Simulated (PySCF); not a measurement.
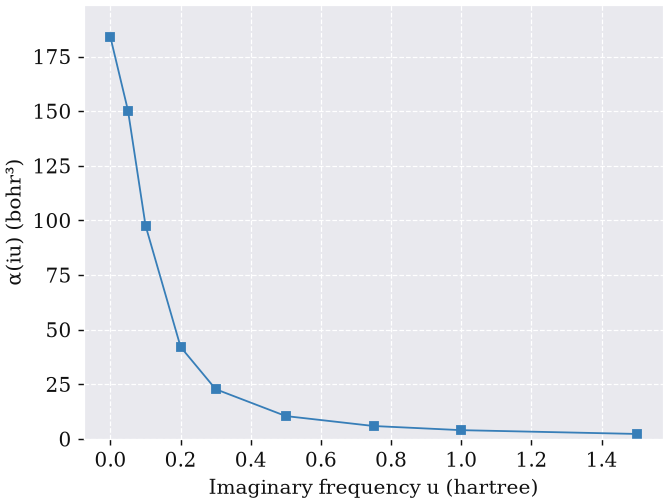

Dipole polarisability at imaginary frequency of neutral calcium ([Ar] 4s²). Coupled response at the HF level; PySCF, def2-TZVPPD, non-relativistic, unrestricted single determinants, no spin-orbit coupling.

> What follows from the curve?

The static dipole polarisability is 184 bohr³ (the recommended value is 161); α(iu) falls to half of it near u = 0.11 hartree. The Casimir–Polder integral gives C₆ = 2740 hartree bohr⁶ for two such species.
